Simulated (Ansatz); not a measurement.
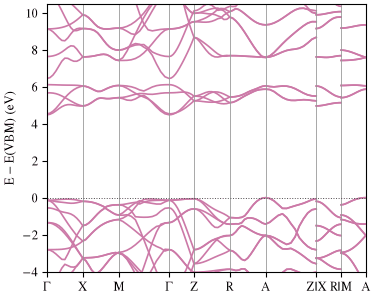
Figure: Band structure from LDA in the plane-wave PAW code Ansatz

Problem. Read off the gap and where the band edges lie.

Solution. About 4.5 eV (4.49 eV by a search for the band edges); maximum at A, minimum at Γ.

Problem. Pick the material that matches.
(A) ZrO2, P4_2/nmc (Zr on 2a, O on 4d)
(B) SiO2, rutile
(C) HfO2, P4_2/nmc (Hf on 2a, O on 4d)

Solution. C, HfO2, P4_2/nmc (Hf on 2a, O on 4d)

This is a known high-temperature phase of the composition, computed here at zero pressure and temperature. The cell was relaxed with LDA under the symmetry of its start; its stability against distortions is not shown here. The run is not spin-polarised. Spin–orbit coupling is left out wherever it is not named.

Potentials: the earlier of the program's two PAW sets. The files were generated under PBE; for other functionals the program regenerates the frozen cores, and for LDA and PBEsol the local potential too.
